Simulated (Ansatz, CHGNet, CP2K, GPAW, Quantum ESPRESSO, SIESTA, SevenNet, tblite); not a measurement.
## Running glassy 76SiO2-24MgO (mol %) (94 atoms) with GPAW

How do the settings of GPAW change the result for glassy 76SiO2-24MgO (mol %) (94 atoms)? A plane-wave run serves as the yardstick.

Main program and level: GPAW 26.7.0; the method is named at each step.

### 1. Starting point

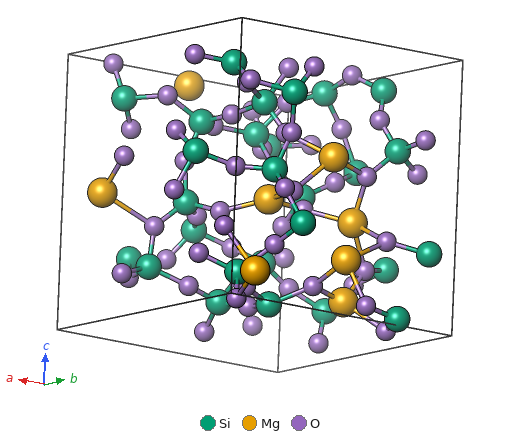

Start, viewed from a free direction; silicon teal, magnesium orange, oxygen purple. Bonds to atoms that aren't drawn are left out. Some periodic images of atoms are drawn too.

The cell holds 94 atoms: 26 Si, 8 Mg and 60 O. Cell: a = 10.793 Å, b = 10.793 Å, c = 10.793 Å, α = 90.0°, β = 90.0°, γ = 90.0°. 94 atoms (26 Si, 8 Mg, 60 O) placed at random at 2.34 g/cm³, melted at 4000 K for 10 ps at fixed volume with the Morse and Coulomb pair potential with partial charges (Pedone, Malavasi, Menziani, Cormack and Segre, J. Phys. Chem. B 110, 11780 (2006)). Quenched from 4000 K to 300 K at 50 K/ps and fixed volume, held 10 ps at zero pressure. Then every atom was moved at random, 0.05 Å r.m.s. a Cartesian component.

The yardstick, on the same geometry:

- method: Kohn-Sham DFT, PBE, SSSP efficiency 1.3.0 pseudopotentials, plane waves (Quantum ESPRESSO 7.5); sssp-pbe-1.3.0-efficiency, cutoffs 60/480 Ry, Γ point
- r.m.s. force component: 2.817 eV/Å
- longest force: 15.85 eV/Å
- pressure: 5.792 GPa
- gap (highest filled to lowest empty level): 1.872 eV
- time: 3.4 min on 4 MPI ranks of Arm Neoverse V1, shared host
- CPU time: 13 min

### 2. PBE, LCAO dzp, h 0.18 Å

Method: Kohn-Sham DFT, PBE, PAW, atomic orbitals (dzp).

File run.py:

```python
import numpy as np
from ase.io import read
from gpaw import GPAW, FermiDirac

atoms = read("structure.xyz")
atoms.calc = GPAW(
    mode="lcao",
    basis="dzp",
    h=0.18,
    xc="PBE",
    kpts={"size": (1, 1, 1), "gamma": True},
    occupations=FermiDirac(0.05),
    maxiter=200,
    symmetry={"point_group": False},
    txt="gpaw.txt",
)
energy = atoms.get_potential_energy(force_consistent=True)
forces = atoms.get_forces()
print(f"energy {energy:.6f} eV")
print("forces (eV/A)")
for i, (a, f) in enumerate(zip(atoms, forces)):
    print(f"{i:4d} {a.symbol:2s} {f[0]:10.5f} {f[1]:10.5f} {f[2]:10.5f}")
print(f"Fermi level {atoms.calc.get_fermi_level():.4f} eV")
for k in range(len(atoms.calc.get_ibz_k_points())):
    for s in range(atoms.calc.get_number_of_spins()):
        e = atoms.calc.get_eigenvalues(kpt=k, spin=s)
        n = np.searchsorted(e, atoms.calc.get_fermi_level())
        print(f"k {k} spin {s} levels about the Fermi level:", np.round(e[max(n - 6, 0):n], 4).tolist(), "|", np.round(e[n:n + 6], 4).tolist())
```

File structure.xyz:

```xyz
94
Lattice="10.79285 0.00000 0.00000 0.00000 10.79285 0.00000 0.00000 0.00000 10.79285" Properties=species:S:1:pos:R:3 pbc="T T T"
Si 4.18104 3.43277 8.21811
Si 2.12004 4.95327 9.93978
Si 1.86727 1.24398 8.39295
Si 1.22445 10.74720 3.00915
Si 0.41326 4.95554 7.09285
Si 9.47396 1.92739 9.01052
Si 7.88666 10.51990 8.37234
Si 8.59888 2.74160 2.44555
Si 0.74384 3.73497 1.78158
Si 7.43627 3.41270 5.06023
Si 7.14692 3.81937 8.19825
Si 3.30175 3.03765 3.36133
Si 7.43390 10.78368 3.27908
Si 5.83073 3.63071 1.36400
Si 1.73063 9.18256 7.17401
Si 3.15378 5.16524 5.68783
Si 0.09908 6.62314 3.10478
Si 2.47038 10.51990 0.30932
Si 6.49287 6.85961 8.66374
Si 9.21709 8.36457 9.61265
Si 5.74039 6.66566 0.88728
Si 8.33445 7.96296 1.59918
Si 10.14204 7.38879 6.12991
Si 1.52870 7.89292 9.74864
Si 7.64058 9.15061 5.56123
Si 5.17863 1.07000 4.62776
Mg 2.77916 7.88580 4.37510
Mg 9.61373 10.72777 1.08036
Mg 4.72284 9.05175 6.49352
Mg 5.78518 6.45445 5.02234
Mg 10.46799 2.06446 5.14733
Mg 5.36653 0.66106 10.30814
Mg 2.82568 7.56741 1.30960
Mg 4.50256 9.80142 2.39968
O 6.29730 8.63784 4.99504
O 5.85890 0.29367 3.48318
O 3.99854 10.50781 0.59145
O 2.21707 0.60354 9.83272
O 2.84402 8.73919 6.06170
O 3.76746 1.65735 4.07829
O 6.13671 2.44857 4.86337
O 5.61951 5.22266 1.00805
O 2.98789 2.31895 7.96750
O 0.41995 5.06401 2.65796
O 1.80143 8.97415 0.15132
O 8.51783 2.88083 4.02260
O 1.09429 4.79408 8.72203
O 9.34855 9.62075 8.74739
O 10.63862 7.72315 9.79332
O 10.19601 6.16822 7.10796
O 4.01634 4.37143 6.88033
O 2.05075 6.54565 10.44942
O 5.80709 2.84305 8.38227
O 10.67229 6.81698 4.61438
O 8.03668 10.34246 4.61524
O 4.52620 7.81759 1.64213
[... 34 atom lines left out ...]
O 1.57468 10.69312 7.42332
O 0.28752 1.89263 8.60946
O 1.63048 7.29553 2.75498
O 5.87811 7.47383 7.47934
```

Command:

```console
> OMP_NUM_THREADS=1 python run.py > output.txt
```

Output:

```text
energy -631.601098 eV
forces (eV/A)
   0 Si    0.13988    1.36905   -1.43290
   1 Si   -4.73375   -1.23558    0.61966
   2 Si   -4.34081    0.00205   -0.22261
   3 Si   -1.66191   -1.48241    3.57471
   4 Si    3.81655   -4.19233    0.57741
   5 Si    1.01873    3.06001    2.70582
   6 Si    1.93814   -3.54255   -1.81402
   7 Si   -1.54501   -0.82147   -3.56030
   8 Si    2.02524    2.35913    2.71289
   9 Si   -5.78149    4.93922    0.96052
  10 Si    5.08949   -7.64505   -1.88803
  11 Si    6.50288    0.76916    3.53827
  12 Si    0.70967   -3.27793   -1.88737
  13 Si   -7.73395   -3.59109   -0.80741
  14 Si   -2.15638   -1.26620   -7.47353
  15 Si    4.79482   -4.51927   -0.88874
  16 Si    2.83895   -0.02542   -3.83171
  17 Si   -2.61234    0.10481    1.45164
  18 Si    3.14121   -1.57357    7.01693
  19 Si    0.81646   -0.19126    0.53466
  20 Si   -0.93982   10.15689   -0.36949
  21 Si   11.53719   10.85882    5.78632
  22 Si   -1.02445    1.83994   -4.79752
  23 Si   -6.61647   -0.62289    3.33574
[...]
86 O     0.38993    2.44257   -2.11172
  87 O    -1.26932    0.25934   -0.58669
  88 O     0.99519   -0.62852    1.85126
  89 O    -4.03417   -3.00467   -0.07397
  90 O     0.29895    4.75367    0.56861
  91 O     2.44717    0.11206   -1.59480
  92 O    -0.50860   -0.57495    0.67072
  93 O    -4.24870    3.23146   -6.31781
Fermi level 4.5897 eV
k 0 spin 0 levels about the Fermi level: [2.5664, 2.6271, 2.7592, 2.7903, 2.8671, 3.742] | [5.4374, 6.4918, 6.7782, 7.0466, 7.2038, 7.342]
```

gpaw.txt:

```text
Input parameters:
  mode=LCAO(),
  basis={'default': 'dzp'},
  h=0.18,
  kpts=MonkhorstPack(size=(1, 1, 1), gamma=True),
  maxiter=200,
  occupations=Occupations(name='fermi-dirac', width=0.05, fixmagmom=False),
  symmetry=Symmetry(point_group=False),
  xc=XC(name='PBE')
Unit cell  # Å
| periodic |         x |         y |         z |   lengths |    angles |
|----------|-----------|-----------|-----------|-----------|-----------|
|      yes | 10.792850 |  0.000000 |  0.000000 | 10.792850 | 90.000000 |
|      yes |  0.000000 | 10.792850 |  0.000000 | 10.792850 | 90.000000 |
|      yes |  0.000000 |  0.000000 | 10.792850 | 10.792850 | 90.000000 |
Number of symmetries: 1
Symmetry operations  # r_c * U_cc + t_c -> r_c
|   | kind |            matrix            |
|---|------|------------------------------|
| 0 |  E   |  1, 0, 0,  0, 1, 0,  0, 0, 1 |
BZ-sampling:
  Number of BZ points: 1
  Number of IBZ points: 1
  Monkhorst-Pack size: [1, 1, 1]
  Monkhorst-Pack shift: [0, 0, 0]
[... lines left out ...]
eigensolver:
density mixing:
  MSR1-Mixer
occupation numbers:
  Fermi-Dirac:
    width: 0.0500  # eV
FastPoissonSolver using
    Stencil: 6*3+1=19 point O(h^6) finite-difference Laplacian
xc functional:
  name: PBE with 2 nearest neighbor stencil
interpolation: tri-quintic # 5. degree polynomial
Initialization done in: 11.505 s
convergence criteria:
- Maximum [total energy] change in last 3 cyles: 0.0005 eV / valence electron
- Maximum integral of absolute [dens]ity change: 0.0001 electrons / valence electron
- Maximum integral of absolute [eigenst]ate change: 4e-08 eV^2 / valence electron
maximum number of iterations: 200
SCF iterations
|iter     |      energy | eigst |  dens |
|---------|-------------|-------|-------|
|iter:   1| -696.309751 |      c|       |
|iter:   2| -679.777068 |      c| -0.80 |
|iter:   3| -630.992535 |      c| -0.85 |
|iter:   4| -631.413670 |      c| -1.47 |
|iter:   5| -631.661486 |      c| -1.77 |
|iter:   6| -631.602199c|      c| -2.29 |
|iter:   7| -631.601393c|      c| -3.07 |
|iter:   8| -631.601112c|      c| -3.45 |
|iter:   9| -631.601100c|      c| -3.99 |
|iter:  10| -631.601098c|      c| -4.46c|
Converged in 10 steps
SCF loop duration: 151.068 s (15.107 s/step)
Energy contributions relative to reference atoms: (reference = -371093.247683)
Energy contributions:
  Kinetic:         838.170762
  Coulomb:        -705.291007
  Zero:              8.728826
  External:          0.000000
  Xc:             -773.209678
  Entropy:          -0.000000
  Spinorbit:         0.000000
  ----------------------------
  Free energy:    -631.601098
  Extrapolated:   -631.601098
dipole moment: (29.975091, 90.950353, -38.423844)  # |e|*Ang
Fermi level: 4.590
Eigenvalues  # (at kpt = [0.000, 0.000, 0.000])
| band index |      eig [eV] | occ [0-2] |
|------------|---------------|-----------|
|          0 |       -73.170 |     2.000 |
|        ... |               |           |
|        264 |         2.383 |     2.000 |
|        265 |         2.451 |     2.000 |
[...]
|        279 |         7.707 |     0.000 |
|        ... |               |           |
|        330 |        11.405 |     0.000 |
Gap: 1.695 eV
Transition (v -> c):
  (s=0, k=0, n=271, [0.00, 0.00, 0.00]) -> (s=0, k=0, n=272, [0.00, 0.00, 0.00])
No difference between direct/indirect transitions
Force computation time: 37.626  # s
timing:  # [seconds]
  Total:  200.230  # ━━━━━━━━━━━━━━━━━━━━━━━━━━━━━━━━━━━━━━━━━━━━━━━━━━━━━━━━
  Init:    11.505  # ━━━
  SCF:    151.068  # ━━━━━━━━━━━━━━━━━━━━━━━━━━━━━━━━━━━━━━━━━━╸
  Forces:  37.626  # ━━━━━━━━━━╸
```

Elapsed: 3.4 min, on 1 thread of Arm Neoverse V1, shared host; peak memory 1.7 GiB.

Banners, paths, timers and routine set-up lines are dropped from the logs unmarked, and long logs keep their key lines alone; longer cuts are marked.

Against the reference:

```yaml
r_m_s_force_component: 3.034 eV/Å
r_m_s_difference_of_force_components: 352.2 meV/Å
longest_difference_of_force_vectors: 1280 meV/Å
force_difference_over_r_m_s_force: 12.5 %
slope_of_forces_against_the_reference_s: 1.072
correlation_of_force_components: 0.9955
spacing_of_highest_filled_and_lowest_empty_level: 1.695 eV
gap_difference: -0.177 eV
```

Length of the force difference by element (eV/Å):

```
element  atoms  mean  most
     Mg      8  0.25  0.33
      O     60  0.66   1.3
     Si     26  0.38   1.0
```

Levels nearest the highest filled one (eV from it): -1.18, -1.11, -0.98, -0.95, -0.87, 0.00, 1.70, 2.75, 3.04, 3.30, 3.46, 3.60.

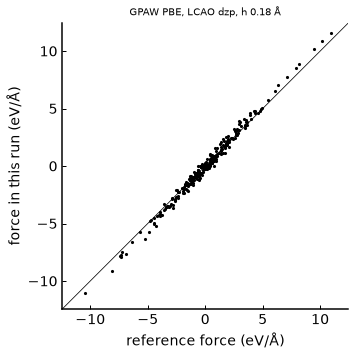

Force components against those of the reference; the line marks equality.

Local excerpt of 12 atoms (numbers count through the whole input) about O35, which has 3 bonded neighbours where the commonest count for O is 2; x, y, z are measured from there.

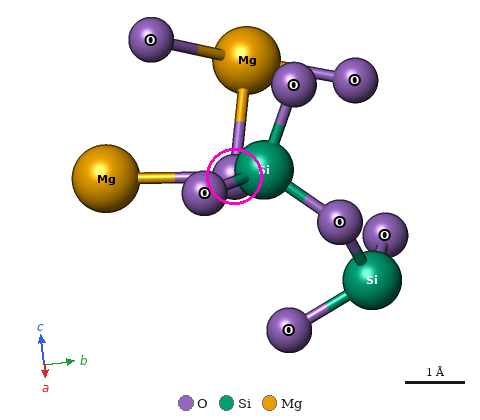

The atoms of the table, within 3.0 Å (arrows a, b, c point along x, y, z); some may hide others; the central atom is ringed.

```
atom      x      y      z  distance (Å)  bonds     Fx     Fy  Fz (eV/Å)
 O35   0.00   0.00   0.00          0.00      3  -5.25  -3.74      -1.51
Si25   1.34   0.51   0.57          1.55      4  -1.59   1.42       0.78
Mg29  -1.57   0.41   1.50          2.21      4   2.10  -0.18      -0.10
Mg30  -0.51  -2.18   0.03          2.24      3   3.11   0.05       0.48
 O55   1.74   1.70  -0.38          2.46      2   3.69   3.97       2.38
 O62   1.10   1.17   1.96          2.54      2  -0.78   1.86       3.81
 O75   2.43  -0.54   0.66          2.58      2   4.06  -4.95       0.85
 O94  -0.42  -1.16   2.48          2.78      2  -4.25   3.23      -6.32
 O63   1.32   0.65  -2.39          2.80      2   0.10  -2.00      -3.45
 O87  -1.40   2.22   0.99          2.81      2   0.39   2.44      -2.11
 O36  -0.44   2.45  -1.51          2.91      3   0.31  -2.98      -5.71
Si13   1.14   2.15  -1.72          2.97      4   0.71  -3.28      -1.89
```

Atoms are counted from 1 here, from 0 in the log.

Forces lie 13 % from the reference's, at 0.25 times its CPU time (on 1 against 4 cores).

### 3. PBE, LCAO sz(dzp), h 0.18 Å

Method: Kohn-Sham DFT, PBE, PAW, atomic orbitals (sz(dzp)).

Edit run.py of step 2 so:

```diff
@@ -7,3 +7,3 @@
     mode="lcao",
-    basis="dzp",
+    basis="sz(dzp)",
     h=0.18,
```

structure.xyz is that of step 2.

Output:

```text
energy -477.367387 eV
forces (eV/A)
   0 Si    0.11641    0.88476   -1.06436
   1 Si   -4.93408   -1.65774    1.88140
   2 Si   -4.77622    0.71880   -0.89195
   3 Si   -0.67768   -0.00133    4.43003
   4 Si    3.88955   -4.87097    1.97064
   5 Si    2.20043    4.93099    1.75679
[...]
91 O     2.53268    0.33763   -1.73128
  92 O     1.46813    0.02544    0.26033
  93 O    -5.86479    4.75458   -9.16182
Fermi level 5.6675 eV
k 0 spin 0 levels about the Fermi level: [3.9449, 4.0161, 4.1273, 4.189, 4.3608, 5.1498] | [6.1852, 7.3825, 7.614, 7.8405, 8.1474, 8.222]
```

gpaw.txt:

```text
Input parameters:
  mode=LCAO(),
  basis={'default': 'sz(dzp)'},
  h=0.18,
  kpts=MonkhorstPack(size=(1, 1, 1), gamma=True),
  maxiter=200,
  occupations=Occupations(name='fermi-dirac', width=0.05, fixmagmom=False),
[... lines left out ...]
  Fermi-Dirac:
[... lines left out ...]
convergence criteria:
- Maximum [total energy] change in last 3 cyles: 0.0005 eV / valence electron
[... lines left out ...]
Converged in 10 steps
[... lines left out ...]
  Free energy:    -477.367387
[... lines left out ...]
Fermi level: 5.668
[... lines left out ...]
|        ... |               |           |
|        330 |        13.244 |     0.000 |
Gap: 1.035 eV
Transition (v -> c):
  (s=0, k=0, n=271, [0.00, 0.00, 0.00]) -> (s=0, k=0, n=272, [0.00, 0.00, 0.00])
No difference between direct/indirect transitions
Force computation time: 8.808  # s
timing:  # [seconds]
  Total:  61.706  # ━━━━━━━━━━━━━━━━━━━━━━━━━━━━━━━━━━━━━━━━━━━━━━━━━━━━━━━━━
  Init:    8.977  # ━━━━━━━━╸
  SCF:    43.881  # ━━━━━━━━━━━━━━━━━━━━━━━━━━━━━━━━━━━━━━━━╸
  Forces:  8.808  # ━━━━━━━━
```

Wall time 63 s (1 thread); peak memory 1.3 GiB.

Against the reference:

| Item | Value |
| --- | --- |
| r.m.s. force component | 3.391 eV/Å |
| r.m.s. difference of force components | 1079 meV/Å |
| longest difference of force vectors | 4884 meV/Å |
| force difference over r.m.s. force | 38.29 % |
| slope of forces against the reference's | 1.151 |
| correlation of force components | 0.9563 |
| gap (highest filled to lowest empty level) | 1.035 eV |
| gap difference | -0.837 eV |

This is a coarse setting, run to see what it loses.

Against the first run (13 %), the force difference from the reference is 38 %, at 0.31 times the CPU time, with 408 basis functions against 1270: the smaller basis costs accuracy.

### 4. PBE, LCAO szp(dzp), h 0.18 Å

Method: Kohn-Sham DFT, PBE, PAW, atomic orbitals (szp(dzp)).

Edit run.py of step 3 so:

```diff
@@ -7,3 +7,3 @@
     mode="lcao",
-    basis="sz(dzp)",
+    basis="szp(dzp)",
     h=0.18,
```

structure.xyz is that of step 3.

Output:

```text
energy -599.661186 eV
forces (eV/A)
   0 Si    0.26319    1.51334   -1.76444
   1 Si   -4.80557   -1.49576    0.08290
   2 Si   -4.38791    0.32799   -0.00916
   3 Si   -2.26871   -1.53401    3.80480
   4 Si    3.46277   -5.10061    0.39885
   5 Si    0.91192    2.79764    3.38498
   6 Si    1.49055   -3.42514   -1.16039
   7 Si   -1.50217   -0.86226   -3.33092
   8 Si    1.94543    2.66442    2.53586
   9 Si   -6.32480    5.55771    0.90882
  10 Si    5.61360   -7.41461   -1.60713
  11 Si    6.57838    0.73373    3.57570
[...]
89 O    -3.97140   -3.02641   -0.13565
  90 O     0.30514    4.51821    0.44502
  91 O     2.61005    0.13002   -1.72401
  92 O    -0.54753   -0.58950    0.72328
  93 O    -4.11555    3.00880   -5.90684
Fermi level 5.0417 eV
k 0 spin 0 levels about the Fermi level: [2.9852, 3.0663, 3.1384, 3.3081, 3.3786, 4.3504] | [5.733, 6.7144, 6.9667, 7.2758, 7.4676, 7.598]
```

gpaw.txt:

```text
Input parameters:
  mode=LCAO(),
  basis={'default': 'szp(dzp)'},
  h=0.18,
  kpts=MonkhorstPack(size=(1, 1, 1), gamma=True),
  maxiter=200,
  occupations=Occupations(name='fermi-dirac', width=0.05, fixmagmom=False),
  symmetry=Symmetry(point_group=False),
  xc=XC(name='PBE')
[... lines left out ...]
  Fermi-Dirac:
[... lines left out ...]
convergence criteria:
- Maximum [total energy] change in last 3 cyles: 0.0005 eV / valence electron
[... lines left out ...]
Converged in 9 steps
[... lines left out ...]
  Free energy:    -599.661186
[... lines left out ...]
Fermi level: 5.042
[... lines left out ...]
|          0 |       -73.728 |     2.000 |
|        ... |               |           |
|        264 |         2.742 |     2.000 |
|        265 |         2.844 |     2.000 |
[...]
|        279 |         7.963 |     0.000 |
|        ... |               |           |
|        330 |        11.868 |     0.000 |
Gap: 1.383 eV
Transition (v -> c):
  (s=0, k=0, n=271, [0.00, 0.00, 0.00]) -> (s=0, k=0, n=272, [0.00, 0.00, 0.00])
No difference between direct/indirect transitions
Force computation time: 27.746  # s
timing:  # [seconds]
  Total:  135.789  # ━━━━━━━━━━━━━━━━━━━━━━━━━━━━━━━━━━━━━━━━━━━━━━━━━━━━━━━━
  Init:    10.017  # ━━━━
  SCF:     97.985  # ━━━━━━━━━━━━━━━━━━━━━━━━━━━━━━━━━━━━━━━━╸
  Forces:  27.746  # ━━━━━━━━━━━╸
```

It took 2.3 min on 1 thread; peak memory 1.6 GiB.

Numbers from this run, and their distance from the reference:

```
r.m.s. force component                           : 3.019 eV/Å
r.m.s. difference of force components            : 374.7 meV/Å
longest difference of force vectors              : 1413 meV/Å
force difference over r.m.s. force               : 13.3 %
slope of forces against the reference's          : 1.065
correlation of force components                  : 0.9941
gap (highest filled to lowest empty level) : 1.383 eV
gap difference                                   : -0.4898 eV
```

This is a coarse setting, run to see what it loses.

Against the first run (13 %), the force difference from the reference is 13 %, at 0.68 times the CPU time, with 862 basis functions against 1270.

### 5. The ladder

Differences are against the plane-wave reference, forces as r.m.s. over components; share is that over the reference's r.m.s. force, slope the least-squares factor from reference forces to these. Total energies of different programs have different zeros and aren't compared.

```
                                       run  Δ force, r.m.s. (meV/Å)  share (%)  slope  Δ gap (eV)  cores  CPU time  memory (GiB)
                                 reference                        -          -      -           -      4    13 min           4.2
              GPAW PBE, LCAO dzp, h 0.18 Å                      352       12.5  1.072      -0.177      1   3.4 min           1.7
 GPAW PBE, LCAO sz(dzp), h 0.18 Å (coarse)                     1079       38.3  1.151      -0.837      1      63 s           1.3
GPAW PBE, LCAO szp(dzp), h 0.18 Å (coarse)                      375       13.3  1.065      -0.490      1   2.3 min           1.6
```

Rows marked coarse were listed beforehand as settings not expected to be converged; some can still land near the reference.

CPU time is summed over cores on a shared host, where runs went side by side, so it is rough. Symmetry, cutoffs, thresholds, outputs and thread counts weren't matched or tuned between programs; memory under MPI is the largest rank's times the ranks.

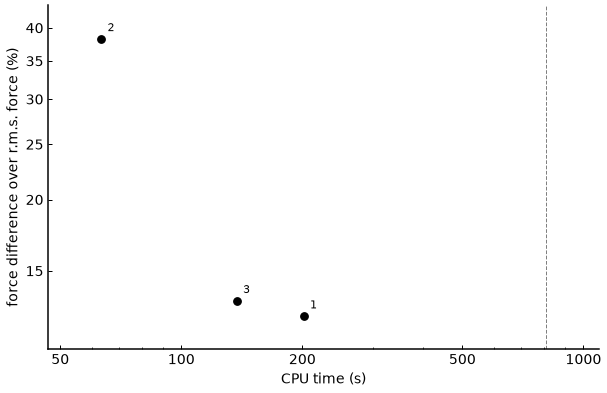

Force difference against CPU time; the dashed line marks the reference's time. Points: 1 GPAW PBE, LCAO dzp, h 0.18 Å; 2 GPAW PBE, LCAO sz(dzp), h 0.18 Å; 3 GPAW PBE, LCAO szp(dzp), h 0.18 Å.

### 6. What came out

- nearest in forces: a tie at 13 % of 2 runs: GPAW PBE, LCAO dzp, h 0.18 Å; GPAW PBE, LCAO szp(dzp), h 0.18 Å (coarse)

The PBE run in local orbitals, coarse settings apart, differs by 13 % (GPAW PBE, LCAO dzp, h 0.18 Å); basis, grid and potentials can all enter. Runs with settings chosen to be coarse differ by 13 % (GPAW PBE, LCAO szp(dzp), h 0.18 Å) to 38 % (GPAW PBE, LCAO sz(dzp), h 0.18 Å), their programs' other errors included. Of the electronic-structure runs that take under half the reference's CPU time, GPAW PBE, LCAO dzp, h 0.18 Å comes nearest, at 13 % in 3.4 min against 13 min. At the same functional, gaps differ from the reference's 1.87 eV by between -0.84 and -0.18 eV. Forces of 2.8 eV/Å r.m.s. are well above thermal ones: they come largely from the bond lengths of the classical model and from the random displacements, and they dominate the comparison. The potentials hold different valence shells: 480 electrons in the reference, 544 in GPAW; this bears on time and differences. The quench rate of 50 K/ps is many orders above laboratory rates, so the cell is likely richer in defects and strain than a real sample. The network of bonds at the start is that of the classical potential that made the cell, and needn't be the one that DFT or experiment would give. The reference's stress is far from hydrostatic: its diagonal is 3.2, 6.1, 8.1 GPa, compression counted positive. The electronic-structure runs sample only Γ, in a cell whose shortest periodic width is 11 Å.

[Also dropped from logs without a mark: logging warnings of Python, and SIESTA's first energy breakdown and zero terms.]

[Logs are printed without paths, hosts, clocks, repeated set-up lines and the standing remarks that a program may print on its own settings, such as how far it seeks lower states.]

[Hosts, paths, dates, database ids (printed as entryN), source tags and the programs' standing remarks are cut or masked in the printed files.]
